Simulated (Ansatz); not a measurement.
## PtS2 monolayer (2H): the cell at rest

Wanted: the relaxed cell of PtS2 monolayer (2H).

Calculated with Ansatz 0.2.0; DFT PBE, scalar-relativistic, plane waves, PAW; PAW set soft_1.

### 1. The structure

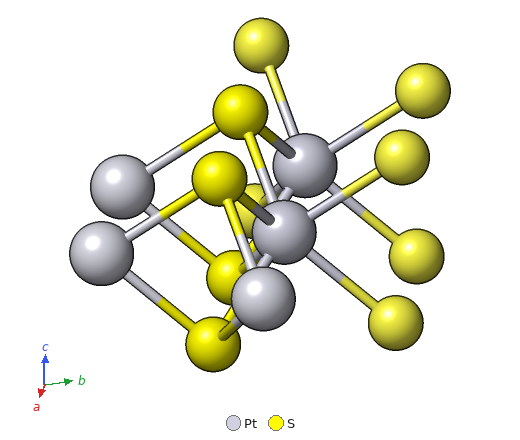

The cell as given, slightly off an axis (platinum light grey, sulfur yellow). 2×1×1 cells are drawn. Some periodic images of atoms are drawn too.

The cell holds 3 atoms: 1 Pt and 2 S. Its edges and angles: a = 3.520 Å, b = 3.520 Å, c = 20.000 Å, α = 90.0°, β = 90.0°, γ = 120.0°. It derives from PtS2. Vacuum lies along c.

### 2. A coarse first look

First a cheap look: the gap decides the mesh and the occupations, the pressure tells how far the cell has to move.

The program solves this slab on a cell height of its own, 30.0 Å, in place of the one typed.

Input file input.yaml:

```yaml
crystal:
  lattice:
    - [3.52, 0.0, 0.0]
    - [-1.76, 3.04841, 0.0]
    - [0.0, 0.0, 20.0]
  atoms:
    - { symbol: Pt, position: [0.333333, 0.666667, 0.5] }
    - { symbol: S, position: [0.666667, 0.333333, 0.5775] }
    - { symbol: S, position: [0.666667, 0.333333, 0.4225] }
  periodic: [true, true, false]
kpoints:
  mp_grid: { grid: [6, 6, 1] }
hamiltonian:
  xc: pbe
  pseudopotentials: { kind: paw, azcp: { folder: soft_1 } }
scf:
  occupations: { method: gaussian, width: 0.1 }
output:
  forces: true
  stress: true
  eigenvalues: true
```

Run with:

```bash
$ ansatz run input.yaml --threads 4 --pin off --max-ram 16384MiB --backend cpu --events-out ev --progress --plain --runs-dir out
```

Numbers of over 12 decimals in the logs are rounded to 6 here.

The log of the run:

```text
[...]
--- Band table (eV; the first three rows and the last of 7) ---
  k-point 0: bands = [... 11 lower, -7.8000, -7.2688, -5.0954, -5.0954, -4.8913, -4.8913, -2.3208, -0.4150]
  k-point 1: bands = [... 11 lower, -8.0724, -7.0941, -5.5946, -5.5439, -5.2988, -4.8696, -1.3302, 0.0384]
  k-point 2: bands = [... 11 lower, -8.4262, -7.7429, -6.2671, -6.1302, -5.1042, -4.5171, -1.2976, 0.4857]
  k-point 6: bands = [... 11 lower, -8.7555, -8.0457, -7.7453, -5.7607, -5.0143, -4.5361, -1.0472, -0.0568]
[key lines of the parts left out:]
SCF converged after 8 iterations
Free energy (F): -14327.841640 eV
Fermi energy:    -5.525212 eV
P = ½ c Tr σ = -5.6191 N/m
```

Elapsed: 2.4 s, on 4 threads of Arm Neoverse N1, shared host; peak memory 0.49 GiB; 8.5 s of CPU time.

This step gave:

```yaml
gap_on_the_k_mesh: 0 eV
area_per_atom: 3.577 Å²
```

The coarse mesh shows no gap.

### 3. Coarse relaxation

The start is far from rest, so a relaxation with loose tolerances brings it close first.

The program solves this slab on a cell height of its own, 30.0 Å, in place of the one typed.

input.yaml, as its differences from that of step 2:

```diff
@@ -21 +21,6 @@
   eigenvalues: true
+relax:
+  adjacent_minimum: "off"
+  f_tol: 0.05
+  max_steps: 80
+  cell: { stress_2d_tol: 0.02 }
```

The log of the run:

```text
[...]
Crystal: 3 atoms, lattice volume = 321.912 Å³
Basis set: ecut = 420 eV, 6239 PW (Γ), exchange–correlation on 48×48×432 points (8 copies of the dense FFT grid, shifted against one another)
Bands: 19, of which v1, the nominal top of the filled ones, is band 15 counted from 1 (14 counted from 0)
Symmetry: 12 space group operations
[...]
F+E_penalty+E_count = -14328.15393031 eV   max|allowed force component| = 1.195e-3 eV/Å   (the final SCF, on the basis selected at the relaxed cell)
  cell:  # Å, volume = 311.5976 Å³
    - [3.463148, 0.0, 0.0]
    - [-1.731574, 2.999174, 0.0]
    - [0.0, 0.0, 30.0]
  atoms:
    - { symbol: Pt, position: [0.333333, 0.666667, 0.333333] }
    - { symbol: S, position: [0.666667, 0.333333, 0.380305] }
    - { symbol: S, position: [0.666667, 0.333333, 0.286362] }
[key lines of the parts left out:]
SCF converged after 7 iterations
Free energy (F): -14328.153930 eV
Fermi energy:    -5.311540 eV
P = ½ c Tr σ = 0.0099 N/m
```

Elapsed: 15 s, on 4 threads; peak memory 0.54 GiB.

The steps of the relaxation:

```csv
step,energy less that of the first step (eV),largest force component (eV/Å),volume (Å³)
1,0.0000,1.6179,321.91
2,-0.2916,0.4677,315.83
3,-0.3109,0.0743,314.85
4,-0.3125,0.0088,312.79
5,-0.3127,0.0009,311.60
6*,-0.3123,0.0012,311.60
```

Relaxation steps marked * repeat the geometry before them on a plane-wave basis chosen anew for their cell, so energy and pressure can jump there.

Forces are held to the 12 operations that the run works with; a distortion that breaks them can't arise in this run.

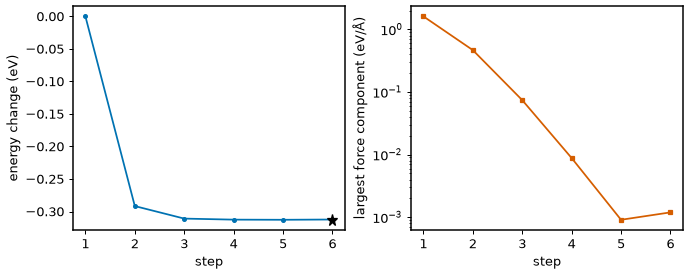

Energy and largest force along the relaxation. Stars mark steps on a basis chosen anew.

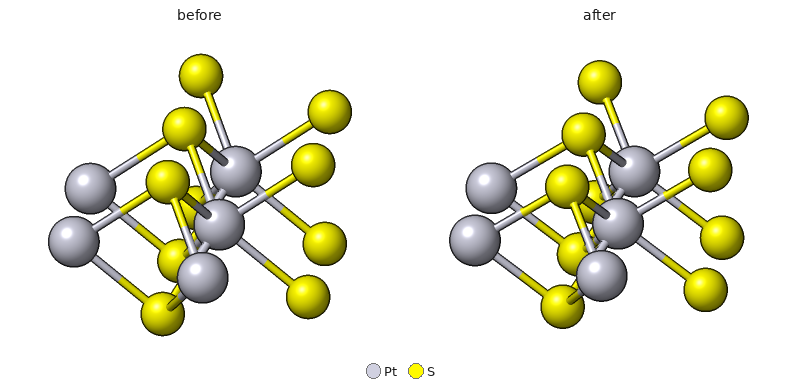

Before and after, at one scale.

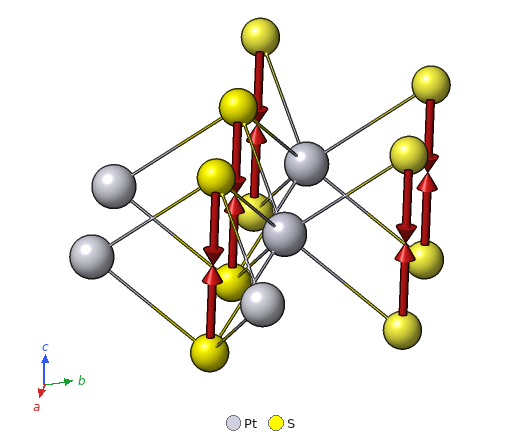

Displacements in the relaxation, exaggerated, measured against the changing cell; the longest in the cell stands for 0.14 Å. 2×1×1 cells are drawn. Some periodic images of atoms are drawn too.

```csv
cell as run,before,after,change
a (Å),3.520,3.463,-1.6 %
b (Å),3.520,3.463,-1.6 %
```

The atoms that moved most (Å, along periodic axes as changes of fractional coordinates times the final cell, across vacuum about the mean position):

```csv
atom,dx,dy,dz,length
S3,0.000,0.000,0.141,0.141
S2,0.000,0.000,-0.141,0.141
```

Final coordinates:

```cif
data_structure
_symmetry_space_group_name_H-M 'P 1'
_symmetry_Int_Tables_number 1
_cell_length_a 3.4631
_cell_length_b 3.4631
_cell_length_c 30.0000
_cell_angle_alpha 90.000
_cell_angle_beta 90.000
_cell_angle_gamma 120.000
_cell_volume 311.60
loop_
_atom_site_label
_atom_site_type_symbol
_atom_site_fract_x
_atom_site_fract_y
_atom_site_fract_z
_atom_site_occupancy
Pt1 Pt 0.33333 0.66667 0.33333 1
S2 S 0.66667 0.33333 0.38030 1
S3 S 0.66667 0.33333 0.28636 1
```

Numbers from this step:

```yaml
area_per_atom: 3.462 Å²
```

The relaxation ends with a largest force component of 0.0012 eV/Å.

### 4. Relaxation

The cell and atoms are relaxed, since residual forces and stress would shift the frequencies.

Input file input.yaml:

```yaml
crystal:
  lattice:
    - [3.4631482744, 0.0, 0.0]
    - [-1.7315741372, 2.9991743827, 0.0]
    - [0.0, 0.0, 30.0]
  atoms:
    - { symbol: Pt, position: [0.3333333333, 0.6666666667, 0.3333333333] }
    - { symbol: S, position: [0.6666666667, 0.3333333333, 0.3803046162] }
    - { symbol: S, position: [0.6666666667, 0.3333333333, 0.2863620505] }
  periodic: [true, true, false]
kpoints:
  mp_grid: { grid: [15, 15, 1] }
hamiltonian:
  xc: pbe
  pseudopotentials: { kind: paw, azcp: { folder: soft_1 } }
scf:
  occupations: { method: gaussian, width: 0.1 }
output:
  forces: true
  stress: true
  eigenvalues: true
  write_density: true
  write_potential: true
  elf: true
  volumetric_format: npy
relax:
  adjacent_minimum: "off"
  f_tol: 0.005
  max_steps: 80
  cell: { stress_2d_tol: 0.02 }
```

The log of the run:

```text
[...]
Crystal: 3 atoms, lattice volume = 311.598 Å³
Basis set: ecut = 420 eV, 6071 PW (Γ), exchange–correlation on 48×48×432 points (8 copies of the dense FFT grid, shifted against one another)
Bands: 19, of which v1, the nominal top of the filled ones, is band 15 counted from 1 (14 counted from 0)
[... 1 set-up line as in the run before ...]
[...]
k-points: 27 of 225 (time reversal used)
[...]
SCF iter   1: F=—  HF=-14329.177469 eV  |F-HF|=—  |Δ(HF+E_count)|=         —  Δρ=3.85e-2  dr2=6.23e0  ethr=3.10e-3  ⟨swp⟩=16.3  Hψ=5052  notcnv=0
[...]
SCF iter   8: F=-14328.151580 eV  HF=-14328.151580 eV  |F-HF|=1.84e-8  |Δ(HF+E_count)|=   7.77e-7  Δρ=2.12e-6  dr2=2.25e-8  ethr=3.33e-10  ⟨swp⟩=24.7  Hψ=6595  notcnv=0
SCF 1 converged in 8 iterations: F = -14328.151580 eV  dr2 = 2.25e-8
[...]
relax step   1: F+E_penalty+E_count = -14328.15158010 eV  Δ(F+E_penalty+E_count) = +0.000e0 eV  max|allowed force component| = 6.559e-2 eV/Å  Δτ_max = 0.0000 Å  P = +0.196 N/m  Ω = 311.598 Å³  fix = [c, alpha, beta]  reactions: c +0.000 N/m  (8 SCF iters, dr2 threshold 1.00e-7 eV, accepted)
Crystal: 3 atoms, lattice volume = 313.546 Å³
Basis set: ecut = 420 eV, 6095 PW (Γ), exchange–correlation on 48×48×432 points (8 copies of the dense FFT grid, shifted against one another)
[...]
SCF iter   5: F=-14328.153089 eV  HF=-14328.153089 eV  |F-HF|=1.79e-7  |Δ(HF+E_count)|=   2.95e-6  Δρ=4.16e-6  dr2=3.61e-8  ethr=8.96e-10  ⟨swp⟩=23.8  Hψ=6740  notcnv=0
SCF 2 converged in 5 iterations: F = -14328.153089 eV  dr2 = 3.61e-8
relax step   2: F+E_penalty+E_count = -14328.15308884 eV  Δ(F+E_penalty+E_count) = -1.509e-3 eV  max|allowed force component| = 1.536e-2 eV/Å  Δτ_max = 0.0111 Å  P = +0.145 N/m  Ω = 313.546 Å³  energy of the carried Pulay correction = -7.857e-5 eV  fix = [c, alpha, beta]  reactions: c +0.000 N/m  (5 SCF iters, dr2 threshold 2.69e-7 eV, accepted)
Crystal: 3 atoms, lattice volume = 315.246 Å³
Basis set: ecut = 420 eV, 6167 PW (Γ), exchange–correlation on 48×48×432 points (8 copies of the dense FFT grid, shifted against one another)
[...]
SCF iter   6: F=-14328.153412 eV  HF=-14328.153412 eV  |F-HF|=1.26e-8  |Δ(HF+E_count)|=   1.60e-7  Δρ=3.33e-7  dr2=2.78e-10  ethr=5.35e-11  ⟨swp⟩=11.9  Hψ=4649  notcnv=0
SCF 3 converged in 6 iterations: F = -14328.153412 eV  dr2 = 2.78e-10
relax step   3: F+E_penalty+E_count = -14328.15341173 eV  Δ(F+E_penalty+E_count) = -3.229e-4 eV  max|allowed force component| = 3.363e-3 eV/Å  Δτ_max = 0.0075 Å  P = +0.026 N/m  Ω = 315.246 Å³  energy of the carried Pulay correction = -1.467e-4 eV  fix = [c, alpha, beta]  reactions: c +0.000 N/m  (6 SCF iters, dr2 threshold 3.21e-8 eV, accepted)
[...]
relax step   4: F+E_penalty+E_count = -14328.15340949 eV  Δ(F+E_penalty+E_count) = +2.241e-6 eV  max|allowed force component| = 6.870e-4 eV/Å  Δτ_max = 0.0002 Å  P = +0.003 N/m  Ω = 315.384 Å³  energy of the carried Pulay correction = -1.523e-4 eV  fix = [c, alpha, beta]  reactions: c +0.000 N/m  (5 SCF iters, dr2 threshold 1.05e-9 eV, accepted)
[...]
SCF iter   6: F=-14328.153563 eV  HF=-14328.153563 eV  |F-HF|=1.56e-10  |Δ(HF+E_count)|=  8.33e-10  Δρ=1.99e-8  dr2=1.82e-12  ethr=1.00e-12  ⟨swp⟩=15.4  Hψ=4544  notcnv=0
SCF 5 converged in 6 iterations: F = -14328.153563 eV  dr2 = 1.82e-12
relax step   5: F+E_penalty+E_count = -14328.15356292 eV  Δ(F+E_penalty+E_count) = -1.534e-4 eV  max|allowed force component| = 5.624e-4 eV/Å  Δτ_max = 0.0000 Å  P = +0.003 N/m  Ω = 315.384 Å³  fix = [c, alpha, beta]  reactions: c +0.000 N/m  stress off target by 2.94e-3 N/m on what of the cell is left free  SCF on the basis re-selected at this cell (its energy is not comparable with the rows above)  (6 SCF iters)
basis re-selected at this cell: Δ(F+E_penalty+E_count) = -1.534e-4 eV, ΔP = -0.000 N/m vs the last step (what re-selecting the basis moved, of the pressure what is left beyond the Pulay correction that the steps carried, after the strain that the cell walked since its last selection, with what the two solves' SCF thresholds leave and, on support functions, any second-order correction that the steps lacked; it is no m [...]
SCF converged after 6 iterations
Free energy (F): -14328.153563 eV
[...]
Internal energy: -14328.140979 eV  (E = F + TS)
E sigma→0 (E₀):  -14328.147271 eV
Entropy (-TS):   -0.012584 eV (-4.195 meV/atom)
Fermi energy:    -5.207573 eV
[...]
--- Forces (eV/Å), atoms counted from 1 ---
  atom   1  Pt    -0.00000000     0.00000000     0.00000000
  atom   2  S     -0.00000000    -0.00000000     0.00056235
  atom   3  S     -0.00000000    -0.00000000    -0.00056235
  max |Σ_I F_I| component: 1.16e-16 eV/Å
--- 2D stress c σ (N/m, compression-positive) ---
        0.002944      -0.000000       0.000000
       -0.000000       0.002944       0.000000
        0.000000       0.000000       0.000000
  P = ½ c Tr σ = 0.0029 N/m
--- Band table (eV; the first three rows and the last of 27) ---
  k-point 0: bands = [... 11 lower, -7.5564, -6.7939, -4.8948, -4.8948, -4.5087, -4.5087, -2.1680, -0.4504]
  k-point 1: bands = [... 11 lower, -7.6187, -6.7438, -5.0260, -4.8364, -4.6851, -4.6039, -1.9063, -0.3818]
  k-point 2: bands = [... 11 lower, -7.8063, -6.6699, -5.2750, -5.0611, -4.8656, -4.6787, -1.3053, -0.1843]
  k-point 26: bands = [... 11 lower, -8.6796, -8.5146, -8.2484, -5.7980, -4.4616, -4.0507, -0.1742, 0.1697]
--- Relaxed structure (4 steps of the walk, 4 accepted, 1 SCFs on fresh bases) ---
[...]
cell:  # Å, volume = 315.3843 Å³
    - [3.484128, 0, 0.0]
    - [-1.742064, 3.017343, 0.0]
    - [0.0, 0.0, 30.0]
  atoms:
    - { symbol: Pt, position: [0.333333, 0.666667, 0.333333] }
    - { symbol: S, position: [0.666667, 0.333333, 0.379677] }
    - { symbol: S, position: [0.666667, 0.333333, 0.286989] }
```

Run time: 47 s. Hardware: 4 threads; peak memory 0.62 GiB; 3 min of CPU time.

Relaxation path:

```csv
step,energy less that of the first step (eV),largest force component (eV/Å),volume (Å³)
1,0.0000,0.0656,311.60
2,-0.0015,0.0154,313.55
3,-0.0018,0.0034,315.25
4,-0.0018,0.0007,315.38
5*,-0.0020,0.0006,315.38
```

Relaxation steps marked * repeat the geometry before them on a plane-wave basis chosen anew for their cell, so energy and pressure can jump there.

Forces are held to the 12 operations that the run works with; a distortion that breaks them can't arise in this run.

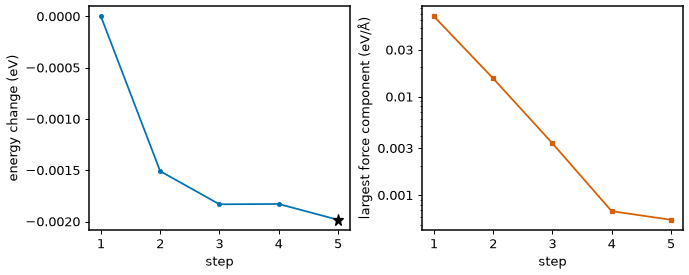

Energy and largest force along the relaxation. Stars mark steps on a basis chosen anew.

```csv
cell as run,before,after,change
a (Å),3.463,3.484,+0.6 %
b (Å),3.463,3.484,+0.6 %
```

The atoms that moved most (Å, along periodic axes as changes of fractional coordinates times the final cell, across vacuum about the mean position):

```csv
atom,dx,dy,dz,length
S2,0.000,0.000,-0.019,0.019
S3,0.000,0.000,0.019,0.019
```

Final coordinates:

```xyz
3
Lattice="3.4841 0.0000 0.0000 -1.7421 3.0173 0.0000 0.0000 0.0000 30.0000" Properties=species:S:1:pos:R:3
Pt    0.0000    2.0116   10.0000
S     1.7421    1.0058   11.3903
S     1.7421    1.0058    8.6097
```

This step gave:

```
area per atom : 3.504 Å²
```

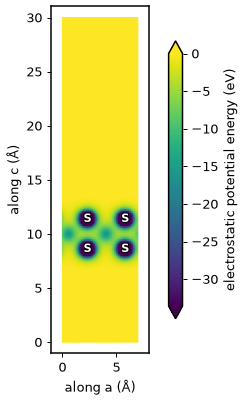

Electrostatic potential energy in the ac plane at fractional y = 0.333, with atoms of S within 0.2 Å of it. With pseudopotentials it is smooth inside the atoms' cores, unlike the true potential.

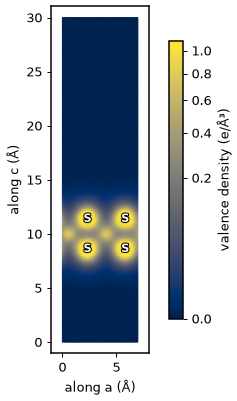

Valence density in the ac plane at fractional y = 0.333, with atoms of S within 0.2 Å of it. It is the smooth field of the valence electrons, not physical close to the nuclei. The colour scale is stretched toward low values.

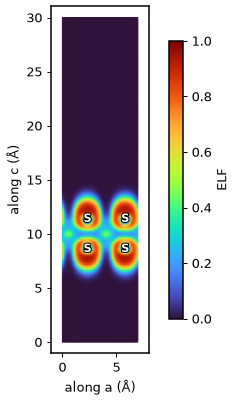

ELF in the ac plane at fractional y = 0.333, with atoms of S within 0.2 Å of it. It is the smooth field of the valence electrons, not physical close to the nuclei.

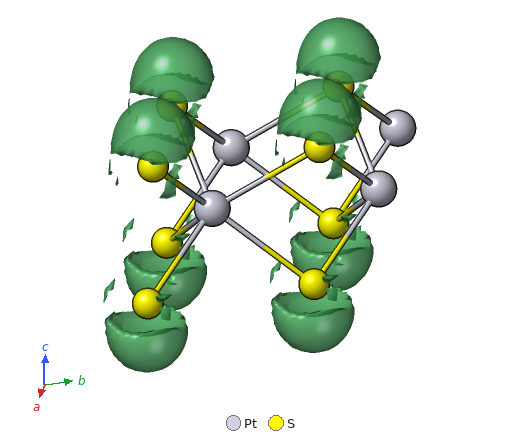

Surface of ELF = 0.85. 2×2×1 cells are drawn.

The relaxation ends with a largest force component of 5.6e-4 eV/Å.

### 5. Tight relaxation

Phonons need a cell at rest on their own settings, so the relaxation is repeated with tight tolerances on forces and stress on the k mesh and occupations of the first response run.

input.yaml, the sections that differ from step 4:

```yaml
crystal:
  lattice:
    - [3.4841280649, 0.0, 0.0]
    - [-1.7420640325, 3.0173434143, 0.0]
    - [0.0, 0.0, 30.0]
  atoms:
    - { symbol: Pt, position: [0.3333333333, 0.6666666667, 0.3333333333] }
    - { symbol: S, position: [0.6666666667, 0.3333333333, 0.3796772318] }
    - { symbol: S, position: [0.6666666667, 0.3333333333, 0.2869894349] }
  periodic: [true, true, false]
kpoints:
  mp_grid: { grid: [18, 18, 1] }
scf:
  occupations: { method: methfessel_paxton, width: 0.2 }
relax:
  adjacent_minimum: "off"
  f_tol: 0.001
  max_steps: 60
  cell: { stress_2d_tol: 0.002 }
# hamiltonian, output: as in step 4
```

The log of the run:

```text
[...]
Crystal: 3 atoms, lattice volume = 315.384 Å³
Basis set: ecut = 420 eV, 6167 PW (Γ), exchange–correlation on 48×48×432 points (8 copies of the dense FFT grid, shifted against one another)
Bands: 19, of which v1, the nominal top of the filled ones, is band 15 counted from 1 (14 counted from 0)
[... 1 set-up line as in the run before ...]
[...]
--- Relaxed structure (4 steps of the walk, 4 accepted, 1 SCFs on fresh bases) ---
[...]
cell:  # Å, volume = 315.8539 Å³
    - [3.486721, 2.8889001355355665e-11, 0.0]
    - [-1.743361, 3.019589, 0.0]
    - [0.0, 0.0, 30.0]
  atoms:
    - { symbol: Pt, position: [0.333333, 0.666667, 0.333333] }
    - { symbol: S, position: [0.666667, 0.333333, 0.379591] }
    - { symbol: S, position: [0.666667, 0.333333, 0.287076] }
[key lines of the parts left out:]
SCF converged after 7 iterations
Free energy (F): -14328.148204 eV
Fermi energy:    -5.190061 eV
P = ½ c Tr σ = 0.0006 N/m
```

The job ended after 61 s (4 threads; peak memory 0.67 GiB).

Little changed from the start: no atom moved by 0.005 Å and no cell edge by 0.1 %.

This step gave:

```yaml
area_per_atom: 3.509 Å²
```

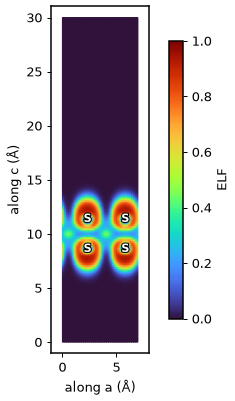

ELF in the ac plane at fractional y = 0.333, with atoms of S within 0.2 Å of it. It is the smooth field of the valence electrons, not physical close to the nuclei.

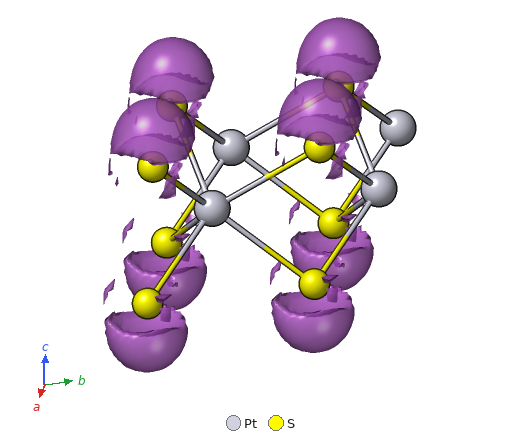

Surface of ELF = 0.85. 2×2×1 cells are drawn.

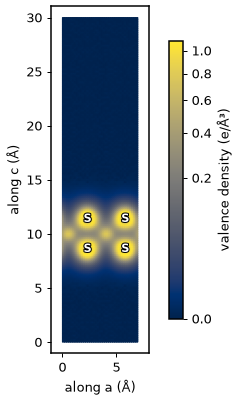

Valence density in the ac plane at fractional y = 0.333, with atoms of S within 0.2 Å of it. It is the smooth field of the valence electrons, not physical close to the nuclei. The colour scale is stretched toward low values.

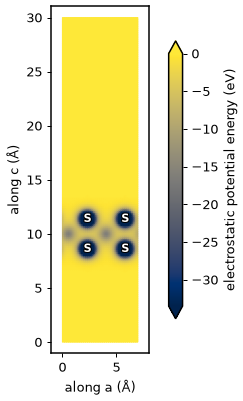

Electrostatic potential energy in the ac plane at fractional y = 0.333, with atoms of S within 0.2 Å of it. With pseudopotentials it is smooth inside the atoms' cores, unlike the true potential.

The largest force component left is 0.12 meV/Å, within the tolerances set.

### 6. Results

```json
{
 "space group after relaxation (within 0.01 Å)": "P-6m2",
 "lattice constant a": "3.487 Å",
 "lattice constant b": "3.487 Å",
 "area per atom": "3.51 Å²"
}
```

The largest force component left is 0.12 meV/Å, within the tolerances set. The relaxation keeps the symmetry of its start, so it says nothing on stability against lower symmetry. Spin-orbit coupling is left out, which can matter for the heavy elements here. The starting cell was built on a prototype and not taken from a measurement.

[Logs are printed without paths, hosts, clocks, repeated set-up lines and the standing remarks that a program may print on its own settings, such as how far it seeks lower states.]

[Hosts, paths, dates, database ids (printed as entryN), source tags and the programs' standing remarks are cut or masked in the printed files.]
